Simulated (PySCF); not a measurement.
# Cl2H2O2Ti, SMILES `O[Ti](O)(Cl)Cl`: electronic structure

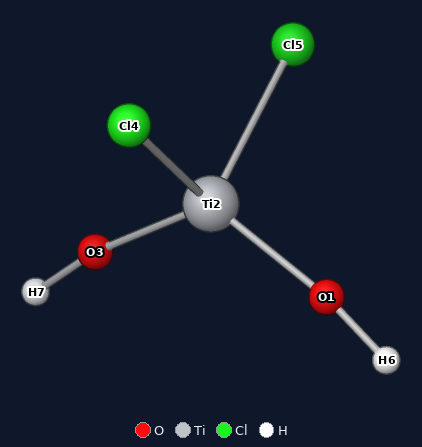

The molecule, with its atoms numbered as below. No frequency check shows the geometry to be a minimum.

Cartesian coordinates (Å):

```
O1      -0.0000   -1.2108   -1.4760
Ti2     -0.0001   -0.4091    0.0001
O3       0.0000   -1.2111    1.4757
Cl4      1.6613    0.9402    0.0000
Cl5     -1.6612    0.9403    0.0000
H6      -0.0001   -1.7960   -2.2356
H7       0.0001   -1.7964    2.2351
```

## 1. Bonding charge

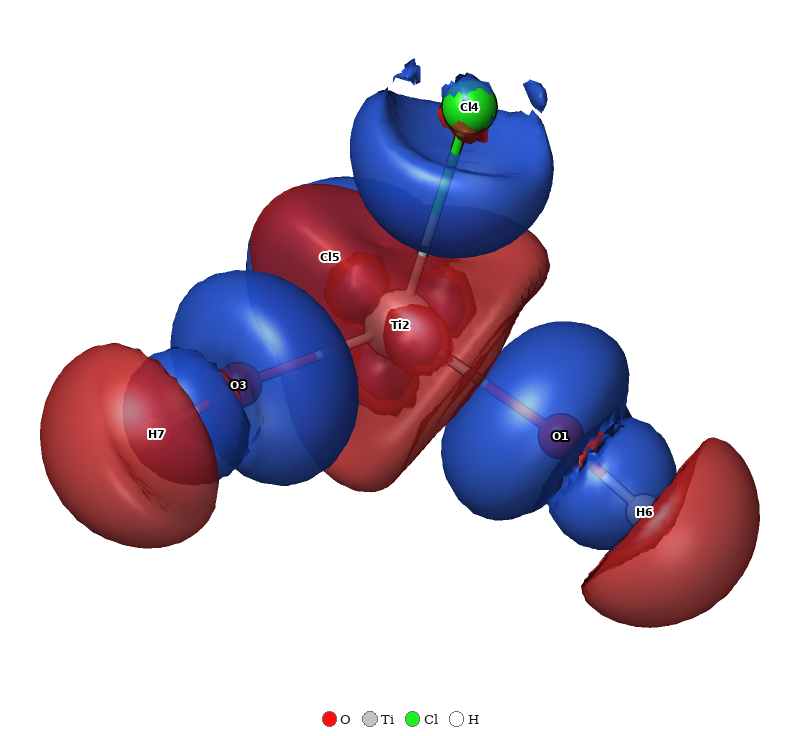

Deformation density (molecule less spherical, spin-averaged free atoms at the same positions), surfaces at ±0.04 e/Å³; blue: gain, red: loss.

Method: ωB97X/def2-TZVP; geometry: GFN2-xTB; program: PySCF. This is a single-reference result, which may miss multireference character in this system.

Question: Describe the bonding that the map shows.

Answer: O1–H6 and O3–H7: +0.80 e/Å³ at the bond critical point (bond length 0.96 Å, Mayer order 0.9). Ti2–Cl5 and Ti2–Cl4: +0.16 e/Å³ at the bond critical point (bond length 2.14 Å, Mayer order 1.1). Ti2–O3 and O1–Ti2: +0.08 e/Å³ at the bond critical point (bond length 1.68 Å, Mayer order 1.1); up to 0.6 Å beside the axis the gain reaches +0.30 e/Å³. In all, 1.7 electrons gather in the regions of gain relative to the promolecule. A small or negative value marks a very polar bond, one between electron-rich atoms, whose free-atom densities already overlap strongly, a long bond to a heavier atom, or a closed-shell contact such as a hydrogen bond.

Question: Where do the Hirshfeld charges lie?

Answer: The highest Hirshfeld charge is on Ti2 (+0.59 e), the lowest on O1 and O3 (−0.32 e).

```
atom  charge (e)
  O1       −0.32
 Ti2       +0.59
  O3       −0.32
 Cl4       −0.19
 Cl5       −0.19
  H6       +0.21
  H7       +0.21
```

## 2. Local ionisation energy

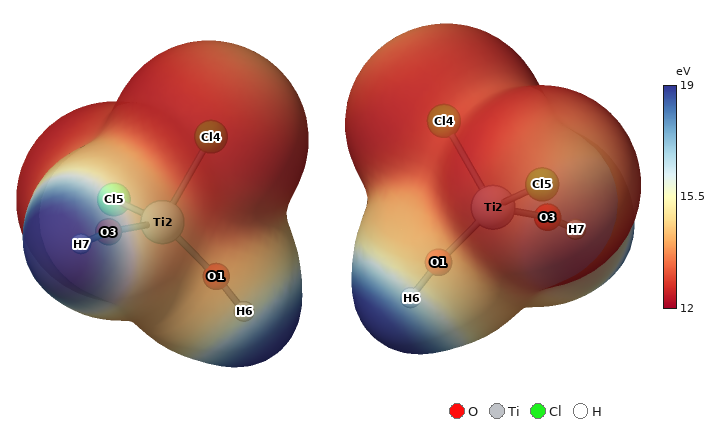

Average local ionisation energy on the surface of electron density 0.001 a.u. (back view left, front view right).

Question: Where are the most loosely bound electrons on this surface?

Answer: The lowest value is 12.5 eV, 2.1 Å from Cl5, and at like points elsewhere. Further minima include 12.5 eV, 2.1 Å from Cl4, and at like points elsewhere. For comparison, the highest occupied orbital lies at −10.9 eV.

## 3. In an electric field

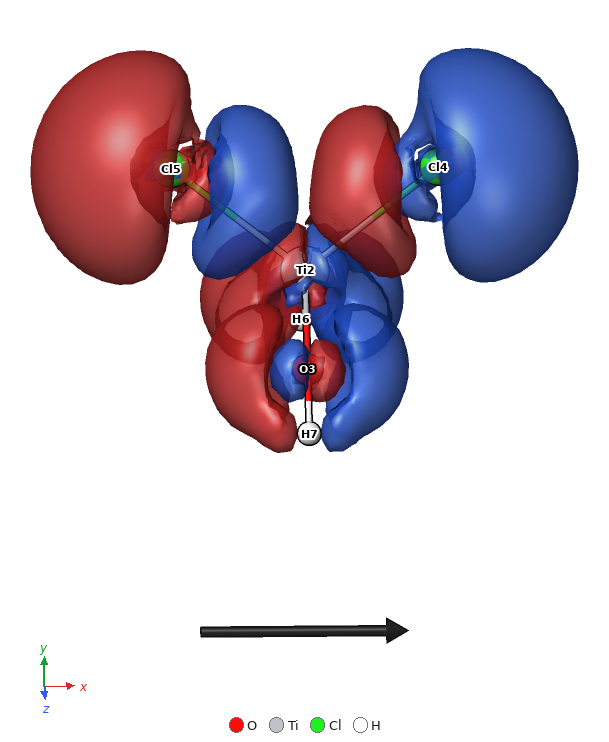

Change of the electron density in a uniform field of 0.21 V/Å along +x (arrow), surfaces at ±0.001 e/Å³ (red: gain, blue: loss).

Method: ωB97X/def2-TZVP; geometry: GFN2-xTB; program: PySCF. This is a single-reference result, which may miss multireference character in this system. A basis without diffuse functions makes polarisabilities too small.

Question: How large is the response?

Answer: The induced dipole is 0.69 D (along the field); α along this axis, from the fields in both directions, is 68 bohr³ (10.1 Å³).

Question: Which atoms gain and lose the most charge?

Answer: Electrons gather most on Cl5 (Hirshfeld charge changes by −0.021 e) and leave Cl4 most (+0.022 e); 0.053 electrons are displaced in all.

## 4. Removing or adding an electron

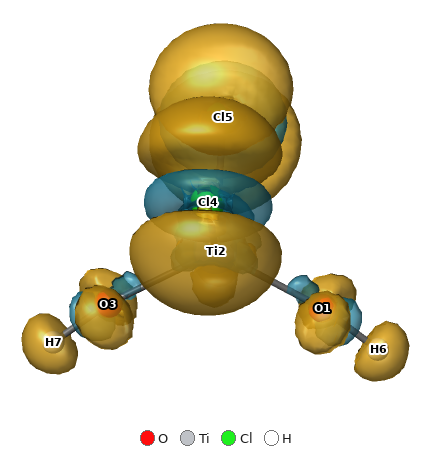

Fukui function f⁻ = ρ(N) − ρ(N−1) at fixed geometry, surfaces at ±0.02 e/Å³ (yellow positive, teal negative).

PySCF calculation, ωB97X/def2-TZVP, gas phase; geometry: GFN2-xTB. This is a single-reference result, which may miss multireference character in this system.

Question: Which atoms respond most to the removal of an electron?

Answer: f⁻ (Hirshfeld-condensed) is largest on Cl4 and Cl5 (0.37 each); the vertical ionisation energy is 10.94 eV (the stability of the cation's solution wasn't checked). Condensed values hint at sites of electrophilic attack but needn't mark the atom that reacts. Orbital relaxation makes it negative in places (0.20 e in all).

| atom | f⁻ | charge |
| --- | --- | --- |
| O1 | +0.05 | −0.32 |
| Ti2 | +0.09 | +0.59 |
| O3 | +0.05 | −0.32 |
| Cl4 | +0.37 | −0.19 |
| Cl5 | +0.37 | −0.19 |
| H6 | +0.04 | +0.21 |
| H7 | +0.04 | +0.21 |
